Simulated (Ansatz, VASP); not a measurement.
## Ag (Silver) in two plane-wave programs

Wanted: the spread between two codes on one cell, functional and k mesh. Valence electrons are named where the data sets of a main pair hold unlike numbers.

Program: Ansatz 0.2.0. Level of theory: plane waves, with VASP 6.6.1 beside it; band structure at PBE, band structure at PBE, spin-orbit coupling and single point at PBE, spin-orbit coupling. Results are calculated unless marked as measured.

## 1. Set-up

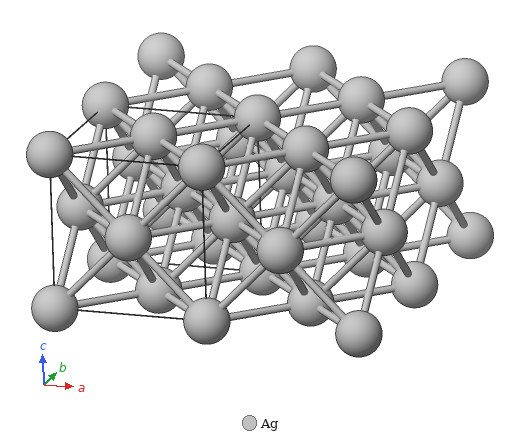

Start, viewed slightly off an axis; silver light grey. 2×2×1 cells are drawn. This picture shows the conventional cell, with its axes. Some periodic images of atoms are drawn too.

Structure file:

```
Ag
1.0
     0.00000    2.04275    2.04275
     2.04275    0.00000    2.04275
     2.04275    2.04275    0.00000
Ag
1
Direct
  0.00000 0.00000 0.00000
```

## 2. VASP: band structure, PBE

With cell and atoms fixed, the geometry can't cause a difference; cores, projectors, grids and the points listed under the comparison can.

Lines of VASP's logs that name or quote its potential files are left out, and so is its time.

Contents of INCAR:

```
SYSTEM = Ag
PREC = Accurate
ENCUT = 400
EDIFF = 1E-06
NELM = 100
ISMEAR = -1
SIGMA = 0.05
LREAL = .FALSE.
ALGO = Normal
GGA = PE
NBANDS = 16
LASPH = .TRUE.
LORBIT = 11
LWAVE = .FALSE.
LCHARG = .FALSE.
KPAR = 2
```

Contents of POSCAR:

```
Ag
1.0
    0.0000000000      2.0427500000      2.0427500000
    2.0427500000      0.0000000000      2.0427500000
    2.0427500000      2.0427500000      0.0000000000
Ag
1
Direct
    0.0000000000      0.0000000000      0.0000000000
```

Contents of KPOINTS:

```
Automatic mesh
0
Gamma
14 14 14
0 0 0
```

Contents of KPOINTS_OPT:

```
Line mode
16
Line-mode
Reciprocal
  0.00000000   0.00000000   0.00000000 GAMMA
  0.50000000   0.00000000   0.50000000 X

  0.50000000   0.00000000   0.50000000 X
  0.50000000   0.25000000   0.75000000 W

  0.50000000   0.25000000   0.75000000 W
  0.37500000   0.37500000   0.75000000 K

  0.37500000   0.37500000   0.75000000 K
  0.00000000   0.00000000   0.00000000 GAMMA

  0.00000000   0.00000000   0.00000000 GAMMA
  0.50000000   0.50000000   0.50000000 L

  0.50000000   0.50000000   0.50000000 L
  0.62500000   0.25000000   0.62500000 U

  0.62500000   0.25000000   0.62500000 U
  0.50000000   0.25000000   0.75000000 W

  0.50000000   0.25000000   0.75000000 W
  0.50000000   0.50000000   0.50000000 L

  0.50000000   0.50000000   0.50000000 L
  0.37500000   0.37500000   0.75000000 K

  0.62500000   0.25000000   0.62500000 U
  0.50000000   0.00000000   0.50000000 X
```

The projector-augmented-wave data sets are Ag (PBE family, release 64).

Started as:

```sh
mpirun -np 2 vasp_std
```

Numbers of over 12 decimals in the logs are rounded to 6 here.

Output:

```text
[banner, memory and clock lines left out]
running    2 mpi-ranks, on    1 nodes
 distrk:  each k-point on    1 cores,    2 groups
 distr:  one band on    1 cores,    1 groups

 POSCAR found type information on POSCAR Ag
 POSCAR found :  1 types and       1 ions
 LDA part: xc-table for (Slater+PW92), standard interpolation
 POSCAR, INCAR and KPOINTS ok, starting setup
 FFT: planning ... GRIDC
 FFT: planning ... GRID_SOFT
 FFT: planning ... GRID
 WAVECAR not read
 entering main loop
       N       E                     dE             d eps       ncg     rms          rms(c)
DAV:   1     0.485642242021E+02    0.48564E+02   -0.42432E+03  3416   0.492E+02
DAV:   2    -0.208491295195E+01   -0.50649E+02   -0.47635E+02  4464   0.151E+02
DAV:   3    -0.296147625592E+01   -0.87656E+00   -0.87575E+00  3952   0.199E+01
DAV:   4    -0.296398234023E+01   -0.25061E-02   -0.25060E-02  4368   0.113E+00
DAV:   5    -0.296399800048E+01   -0.15660E-04   -0.15660E-04  3864   0.766E-02    0.524E+00
DAV:   6    -0.271900670163E+01    0.24499E+00   -0.83025E-01  4912   0.653E+00    0.336E+00
DAV:   7    -0.271055451370E+01    0.84522E-02   -0.10228E-02  4816   0.749E-01    0.190E+00
DAV:   8    -0.270760262577E+01    0.29519E-02   -0.62012E-04  4784   0.145E-01    0.119E-01
DAV:   9    -0.270760716678E+01   -0.45410E-05   -0.65344E-06  4128   0.157E-02    0.516E-02
DAV:  10    -0.270761063711E+01   -0.34703E-05   -0.31542E-06  4120   0.129E-02    0.241E-03
DAV:  11    -0.270761052742E+01    0.10970E-06   -0.50141E-08  2752   0.139E-03
   1 F= -.27076105E+01 E0= -.27064811E+01  d E =-.225889E-02
 Start KPOINTS_OPT (optional k-point list driver)
k-point batch [1-104\160]
       N       E                     dE             ncg
DAV:   1     0.955371259317E+04   -0.26429E+05     3384
DAV:   2     0.456474957846E+04   -0.49890E+04     4408
DAV:   3     0.448195360053E+04   -0.82796E+02     4136
DAV:   4     0.448171803371E+04   -0.23557E+00     4224
DAV:   5     0.448171657466E+04   -0.14591E-02     4240
DAV:   6     0.448171656428E+04   -0.10379E-04     3896
DAV:   7     0.448171656411E+04   -0.16900E-06     3424
k-point batch [105-160\160]
       N       E                     dE             ncg
DAV:   1     0.203322249998E+05   -0.19811E+05     1792
DAV:   2     0.175061136712E+05   -0.28261E+04     2400
DAV:   3     0.174566191622E+05   -0.49495E+02     2288
DAV:   4     0.174564874088E+05   -0.13175E+00     2352
DAV:   5     0.174564866231E+05   -0.78575E-03     2288
DAV:   6     0.174564866173E+05   -0.57430E-05     2200
DAV:   7     0.174564866172E+05   -0.91084E-07     1832
```

From OUTCAR (step 2):

```text
ion  position               nearest neighbor table
   1  0.000  0.000  0.000-

  LATTYP: Found a face centered cubic cell.
 ALAT       =     4.0855000000

 Subroutine GETGRP returns: Found 48 space group operations
 (whereof 48 operations were pure point group operations)

The static configuration has the point symmetry O_h .

 Found    104 irreducible k-points:

   k-points           NKPTS =    104   k-points in BZ     NKDIM =    104   number of bands    NBANDS=     16

   dimension x,y,z NGX =    20 NGY =   20 NGZ =   20
   dimension x,y,z NGXF=    40 NGYF=   40 NGZF=   40

   ENCUT  =  400.0 eV  29.40 Ry    5.42 a.u.   4.71  4.71  4.71*2*pi/ulx,y,z

   NELECT =      11.0000    total number of electrons

 k-points in reciprocal lattice and weights: Automatic mesh
   0.00000000  0.00000000  0.00000000       0.000
   0.07142857  0.00000000  0.00000000       0.003
   0.14285714  0.00000000  0.00000000       0.003
   0.21428571  0.00000000  0.00000000       0.003
   0.28571429  0.00000000  0.00000000       0.003
   0.35714286  0.00000000  0.00000000       0.003
   0.42857143  0.00000000  0.00000000       0.003
   0.50000000  0.00000000  0.00000000       0.001
   0.07142857  0.07142857  0.00000000       0.002
[...]
-0.28571429  0.42857143  0.21428571       0.009
  -0.28571429  0.50000000  0.21428571       0.004

 average (electrostatic) potential at core
       1 -70.7666

 E-fermi :   8.3646

 k-point     1 :       0.0000    0.0000    0.0000
  band No.  band energies     occupation
    ...
      2       3.6239      2.00000
      3       3.6239      2.00000
      4       3.6239      2.00000
      5       4.6581      2.00000
      6       4.6581      2.00000
      7      24.4578      0.00000
      8      28.0365      0.00000
      9      28.0365      0.00000
     10      28.0365      0.00000
     11      32.8421      0.00000
    ...

 k-point     2 :       0.0714    0.0000    0.0000
  band No.  band energies     occupation
    ...
      2       3.5881      2.00000
      3       3.6677      2.00000
      4       3.6677      2.00000
      5       4.6418      2.00000
      6       4.6418      2.00000
      7      24.4743      0.00000
      8      26.7724      0.00000
      9      28.1018      0.00000
     10      28.1018      0.00000
     11      32.7689      0.00000
    ...

 k-point     3 :       0.1429    0.0000    0.0000
  band No.  band energies     occupation
    ...
      2       3.5244      2.00000
      3       3.7684      2.00000
      4       3.7684      2.00000
      5       4.6233      2.00000
      6       4.6233      2.00000
      7      23.5141      0.00000
      8      25.4338      0.00000
      9      28.2330      0.00000
     10      28.2330      0.00000
     11      31.6381      0.00000
    ...

  Total        0.4454332      0.4454332      0.4454332     -0.0000000     -0.0000000      0.0000000
  in kB       41.8617627     41.8617627     41.8617627     -0.0000000     -0.0000000      0.0000000
  external PRESSURE =      41.8617627 kB  Pullay stress =       0.0000000 kB

  energy-cutoff  :      400.00
  volume of cell :       17.05
      direct lattice vectors                 reciprocal lattice vectors
     0.000000000  2.042750000  2.042750000    -0.244768082  0.244768082  0.244768082
     2.042750000  0.000000000  2.042750000     0.244768082 -0.244768082  0.244768082
     2.042750000  2.042750000  0.000000000     0.244768082  0.244768082 -0.244768082

 POSITION                                       TOTAL-FORCE (eV/Angst)
 -----------------------------------------------------------------------------------
      0.00000      0.00000      0.00000         0.000000      0.000000      0.000000
 -----------------------------------------------------------------------------------
    total drift:                                0.000000     -0.000000      0.000000

  FREE ENERGIE OF THE ION-ELECTRON SYSTEM (eV)
  ---------------------------------------------------
  free  energy   TOTEN  =        -2.7076105274 eV

  energy  without entropy=       -2.7053516410  energy(sigma->0) =       -2.70648108

 total charge
# of ion       s       p       d       tot
------------------------------------------
    1        0.421   0.300   9.158   9.879

[... 3 further parts left out ...]
```

This run has no spin polarisation. Its electron count is odd, so without a moment it is a metal by construction. Spin-orbit coupling is off here; it would split degenerate levels. At this level the cell is under a pressure of 4.2 GPa, so at these settings it is away from equilibrium.

## 3. Ansatz: band structure, PBE

Ansatz runs on its default PAW (the set named soft_2) files.

The same cell, functional, mesh and smearing now go to Ansatz, which takes its cutoff from its data sets.

Contents of input.yaml:

```yaml
crystal:
  lattice:
    - [0.0, 2.04275, 2.04275]
    - [2.04275, 0.0, 2.04275]
    - [2.04275, 2.04275, 0.0]
  atoms:
    - { symbol: Ag, position: [0.0, 0.0, 0.0] }
hamiltonian:
  xc: pbe
  pseudopotentials: { kind: paw }
kpoints:
  mp_grid: { grid: [14, 14, 14] }
  band_path:
    path:
      - [0.0, 0.0, 0.0]
      - [0.16667, 0.0, 0.16667]
      - [0.33333, 0.0, 0.33333]
      - [0.5, 0.0, 0.5]
      - [0.5, 0.08333, 0.58333]
      - [0.5, 0.18333, 0.68333]
      - [0.5, 0.25, 0.75]
      - [0.45, 0.3, 0.75]
      - [0.40833, 0.34167, 0.75]
      - [0.35, 0.35, 0.7]
      - [0.225, 0.225, 0.45]
      - [0.075, 0.075, 0.15]
      - [0.03333, 0.03333, 0.03333]
      - [0.23333, 0.23333, 0.23333]
      - [0.4, 0.4, 0.4]
      - [0.51667, 0.46667, 0.51667]
      - [0.55833, 0.38333, 0.55833]
      - [0.60833, 0.28333, 0.60833]
      - [0.60833, 0.25, 0.64167]
      - [0.55833, 0.25, 0.69167]
      - [0.51667, 0.25, 0.73333]
      - [0.5, 0.3, 0.7]
      - [0.5, 0.38333, 0.61667]
      - [0.5, 0.48333, 0.51667]
      - [0.475, 0.475, 0.55]
      - [0.425, 0.425, 0.65]
      - [0.38333, 0.38333, 0.73333]
      - [0.59167, 0.18333, 0.59167]
      - [0.55, 0.1, 0.55]
      - [0.5, 0.0, 0.5]
    npoints: 1
scf:
  occupations: { method: fermi_dirac, width: 0.05 }
  n_extra_bands: 6
output:
  forces: true
  stress: true
  eigenvalues: true
  write_density: true
  write_potential: true
  elf: true
  volumetric_format: npy
```

Started as:

```sh
ansatz run input.yaml --threads 2 --pin off --max-ram 4608MiB --backend cpu --events-out ev --progress --plain --runs-dir out
```

Output:

```text
scf.n_extra_bands = 6 over 10 filled bands (N_el = 19.0): the run solves 16 bands
Engine: ansatz 0.2.0, aarch64-unknown-linux-gnu
Pseudopotentials: kind: paw
Pseudopotential: Ag, paw, valence charge 19, recommended cutoff 420 eV (normal), Ag.paw.azcp
Functional definition: PBE
  parameter kappa = 0.804
  parameter beta = 0.066725
  exchange = pbe_x(kappa = kappa, mu = beta*pi^2/3)
  correlation = pbe_c(beta = beta)
Crystal: 1 atoms, lattice volume = 17.048 Å³
Basis set: ecut = 420 eV, 331 PW (Γ), exchange–correlation on 40×40×40 points (8 copies of the dense FFT grid, shifted against one another)
Bands: 16, of which v1, the nominal top of the filled ones, is band 10 counted from 1 (9 counted from 0)
Symmetry: 48 space group operations
Space group: Fm-3m (ITA 225), of the structure as read, at distance tolerance 2.6e-5 Å
k-points: 104 of 2744
Non-local potential: Ag, projectors of the file, l = 0: 3, l = 1: 2, l = 2: 2, l = 3: 1
PAW form: soft (Blöchl's): semilocal exchange-correlation on the pseudo side does not see the compensation charge
PAW one-centre angular grid: Ag, 590 points (default); XC on 64 Gauss nodes
Initial density: superposition of atomic densities (neutral atoms: chi_scale 0, normalization atom), corrected by the library's trained network
Initial wavefunctions: pseudopotential atomic-orbital guess
Functional: x = pbe(κ = 0.804, μ = 0.219515), c = pbe(β = 0.066725)
SCF iter   1: F=—  HF=-7590.542986 eV  |F-HF|=—  |Δ(HF+E_count)|=         —  Δρ=8.49e-4  dr2=2.25e-5  ethr=1.77e-3  ⟨swp⟩=4.8  Hψ=8205  notcnv=0  defer=4
preconditioner: auto → none  [metal: Δε(μ)=0.102 eV  Ē_g=19.928 eV  σ=0.050 eV  W_gap=0.47  n_scr=8 (ndim 8)  ℏωp=29.8 eV  f_vac=0.000  D(μ)=0.27/eV (n_scr^D=0)  sad-step TF]
SCF iter   2: F=—  HF=-7590.543102 eV  |F-HF|=—  |Δ(HF+E_count)|=   1.16e-4  Δρ=5.11e-4  dr2=1.16e-5  ethr=1.19e-7  ⟨swp⟩=2.1  Hψ=3491  notcnv=0  defer=61
SCF iter   3: F=—  HF=-7590.543135 eV  |F-HF|=—  |Δ(HF+E_count)|=   3.30e-5  Δρ=2.37e-4  dr2=3.31e-6  ethr=6.09e-8  ⟨swp⟩=2.1  Hψ=2094  notcnv=0  defer=61
SCF iter   4: F=—  HF=-7590.543143 eV  |F-HF|=—  |Δ(HF+E_count)|=   7.89e-6  Δρ=1.01e-4  dr2=1.59e-6  ethr=1.74e-8  ⟨swp⟩=2.1  Hψ=1948  notcnv=0  defer=61
SCF iter   5: F=—  HF=-7590.543142 eV  |F-HF|=—  |Δ(HF+E_count)|=   4.08e-7  Δρ=3.11e-5  dr2=1.52e-7  ethr=8.35e-9  ⟨swp⟩=2.1  Hψ=2014  notcnv=0  defer=61
SCF iter   6: F=-7590.543142 eV  HF=-7590.543142 eV  |F-HF|=6.37e-12  |Δ(HF+E_count)|=   2.98e-8  Δρ=5.14e-7  dr2=2.25e-11  ethr=5.26e-10  ⟨swp⟩=9.0  Hψ=8354  notcnv=0
SCF 1 converged in 6 iterations: F = -7590.543142 eV  dr2 = 2.25e-11
  greatest PAW one-centre occupation: 1.000 electrons in one spin orbital (limit 2), on the Ag atom at site 0 (counted from 0), in its partial waves of l = 0
NSCF: frozen V_eff on 30 k-points
SCF converged after 6 iterations
Free energy (F): -7590.543142 eV
Harris-Foulkes:  -7590.543142 eV  (|F-HF|=6.37e-12)
Internal energy: -7590.540927 eV  (E = F + TS)
E sigma→0 (E₀):  -7590.542034 eV
Entropy (-TS):   -0.002216 eV (-2.216 meV/atom)
Fermi energy:    17.302456 eV
--- Per-component energies (eV) ---
  E_band       = -233.988934
  E_kinetic    = 527.563408
  E_local      = -2193.428805  (includes V_loc(G=0)·N_el)
  E_nonlocal   = 79.864972
  E_hartree    = 999.252960
  E_xc         = -185.090377
  E_vxc        = -235.209892  (∫ρ·V_xc dr)
  E_paw        = -3901.880474  (= ΣΔE_a)
  E_vpaw       = -411.285125  (= ΣTr[D̂ρ^β])
  E_aug_tail   = 0.000328  (compensation charges beyond the density's cutoff)
  E_ewald      = -2916.822938
  E_smearing   = -0.002216  (= −TS)
  E_closure    = 0.000000  (closes the sum)
  Σ components = -7590.543142   (vs F -7590.543142, Δ=0.00e0)
--- Forces (eV/Å), atoms counted from 1 ---
  atom   1  Ag    -0.00000000     0.00000000     0.00000000
  max |Σ_I F_I| component: 7.40e-32 eV/Å
--- Stress (GPa, compression-positive) ---
        4.687863      -0.000000      -0.000000
       -0.000000       4.687863      -0.000000
       -0.000000       0.000000       4.687863
  P = ⅓ Tr σ = 4.6879 GPa (46.879 kbar)
--- Band table (eV; the first three rows and the last of 104) ---
  k-point 0: bands = [... 6 lower, 12.5810, 12.5810, 13.6202, 13.6202, 33.2544, 36.8359, 36.8359, 36.8359, ... 2 higher]
  k-point 1: bands = [... 6 lower, 12.6249, 12.6249, 13.6037, 13.6037, 33.2759, 35.6093, 36.9078, 36.9078, ... 2 higher]
  k-point 2: bands = [... 6 lower, 12.7260, 12.7260, 13.5850, 13.5850, 32.3843, 34.2474, 37.0607, 37.0607, ... 2 higher]
  k-point 103: bands = [... 6 lower, 12.6636, 13.6791, 14.6291, 22.4515, 24.2132, 24.3306, 25.6630, 38.7416, ... 2 higher]
```

Wall time 1.2 s (2 threads of Arm Neoverse V1, shared host); peak memory 0.28 GiB; 2.3 s of CPU time.

Reading the cycles: dr2 is the Hartree energy of the density residual (eV), the measure of convergence; HF is the Harris–Foulkes estimate of the energy, which meets the free energy F at convergence.

## 4. Side by side

Known differences besides the potentials themselves: the data sets hold 19 valence electrons in Ansatz (on its default PAW (the set named soft_2) files) and 11 in VASP; the cutoff is 420 eV in Ansatz and 400 eV in VASP. Total energies have different zeros and are not compared.

Compared:

| quantity | Ansatz | VASP | difference |
| --- | --- | --- | --- |
| pressure (GPa) | 4.69 | 4.19 | +0.50 |
| pressure without Ansatz's Pulay correction (GPa) | 4.62 | 4.19 | +0.43 |

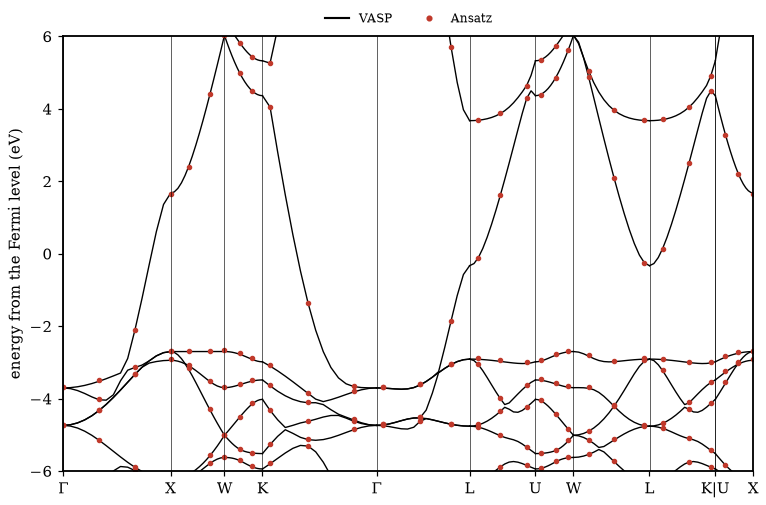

Bands from VASP (lines) and levels from Ansatz (dots). Dots without a line are higher empty bands that the VASP plot leaves out.

Levels from 3 eV below to 2 eV above the Fermi level differ by 24 meV r.m.s. and 29 meV at most; each VASP level is matched to the nearest of Ansatz, which flatters the figure a little. Ansatz's pressure holds a Pulay correction of 0.07 GPa; VASP's holds none.

## 5. VASP: band structure, PBE, spin-orbit coupling

A single point gives forces, pressure and levels at one fixed geometry, so differences don't come from the geometry; what else differs is listed under the comparison.

INCAR, as its differences from that of step 2:

```diff
@@ -10,4 +10,9 @@
 GGA = PE
-NBANDS = 16
+LNONCOLLINEAR = .TRUE.
+MAGMOM = 0 0 0
+NBANDS = 22
+GGA_COMPAT = .FALSE.
 LASPH = .TRUE.
+LSORBIT = .TRUE.
+LMAXMIX = 4
 LORBIT = 11
```

POSCAR is that of step 2.

KPOINTS is that of step 2.

KPOINTS_OPT is that of step 2.

Started as:

```sh
mpirun -np 2 vasp_ncl
```

Output:

```text
[... set-up lines as in an earlier step ...]
 entering main loop
       N       E                     dE             d eps       ncg     rms          rms(c)
DAV:   1     0.573834207820E+02    0.57383E+02   -0.47087E+03  4728   0.787E+02
DAV:   2    -0.171081600312E+01   -0.59094E+02   -0.55243E+02  5272   0.214E+02
DAV:   3    -0.298942482495E+01   -0.12786E+01   -0.12750E+01  5292   0.335E+01
DAV:   4    -0.299412956071E+01   -0.47047E-02   -0.47045E-02  5050   0.210E+00
[...]
DAV:  10    -0.273474726464E+01   -0.62993E-05   -0.16970E-06  5046   0.156E-02    0.307E-02
DAV:  11    -0.273474938680E+01   -0.21222E-05   -0.13304E-06  4828   0.118E-02    0.116E-03
DAV:  12    -0.273474933674E+01    0.50062E-07   -0.12306E-08  2642   0.105E-03
   1 F= -.27347493E+01 E0= -.27336359E+01  d E =-.222695E-02  mag=    -0.0000     0.0000     0.0000
 Start KPOINTS_OPT (optional k-point list driver)
k-point batch [1-104\160]
       N       E                     dE             ncg
DAV:   1     0.111598220303E+05   -0.24142E+05     4656
DAV:   2     0.508267946494E+04   -0.60771E+04     5272
DAV:   3     0.495599696988E+04   -0.12668E+03     5306
DAV:   4     0.495546184206E+04   -0.53513E+00     5182
DAV:   5     0.495545538048E+04   -0.64616E-02     5272
DAV:   6     0.495545527927E+04   -0.10120E-03     5202
DAV:   7     0.495545527767E+04   -0.16065E-05     4162
DAV:   8     0.495545527751E+04   -0.15652E-06     3618
k-point batch [105-160\160]
       N       E                     dE             ncg
DAV:   1     0.198719931578E+05   -0.19494E+05     2568
DAV:   2     0.167252111588E+05   -0.31468E+04     2842
DAV:   3     0.166564881761E+05   -0.68723E+02     2750
DAV:   4     0.166561975294E+05   -0.29065E+00     2734
DAV:   5     0.166561939740E+05   -0.35554E-02     2830
DAV:   6     0.166561939171E+05   -0.56837E-04     2716
DAV:   7     0.166561939162E+05   -0.91781E-06     2182
```

Parts of OUTCAR (step 5):

```text
  Total        0.4322211      0.4322211      0.4322211      0.0000000      0.0000000     -0.0000000
  in kB       40.6200918     40.6200918     40.6200918      0.0000000      0.0000000     -0.0000000
  external PRESSURE =      40.6200918 kB  Pullay stress =       0.0000000 kB

 POSITION                                       TOTAL-FORCE (eV/Angst)
 -----------------------------------------------------------------------------------
      0.00000      0.00000      0.00000         0.000000     -0.000000      0.000000
 -----------------------------------------------------------------------------------
    total drift:                                0.000000     -0.000000      0.000000

  FREE ENERGIE OF THE ION-ELECTRON SYSTEM (eV)
  ---------------------------------------------------
  free  energy   TOTEN  =        -2.7347493367 eV

  energy  without entropy=       -2.7325223862  energy(sigma->0) =       -2.73363586

 magnetization (x)
# of ion       s       p       d       tot
------------------------------------------
    1       -0.000   0.000   0.000   0.000

 magnetization (y)
# of ion       s       p       d       tot
------------------------------------------
    1        0.000   0.000   0.000   0.000

 magnetization (z)
# of ion       s       p       d       tot
------------------------------------------
    1       -0.000  -0.000   0.000  -0.000

[... 1 part as in an earlier step ...]

[... 2 further parts left out ...]
[key lines of the parts left out:]
E-fermi :   8.3644
```

At this level the cell is under a pressure of 4.1 GPa, so at these settings it is away from equilibrium.

(Continued in part 2 of 2.)

[Lines on the potential files, build, host, timing and source positions are cut from VASP's logs without a mark.]

[Logs are printed without paths, hosts, clocks, repeated set-up lines and the standing remarks that a program may print on its own settings, such as how far it seeks lower states.]

[Hosts, paths, dates, database ids (printed as entryN), source tags and the programs' standing remarks are cut or masked in the printed files.]
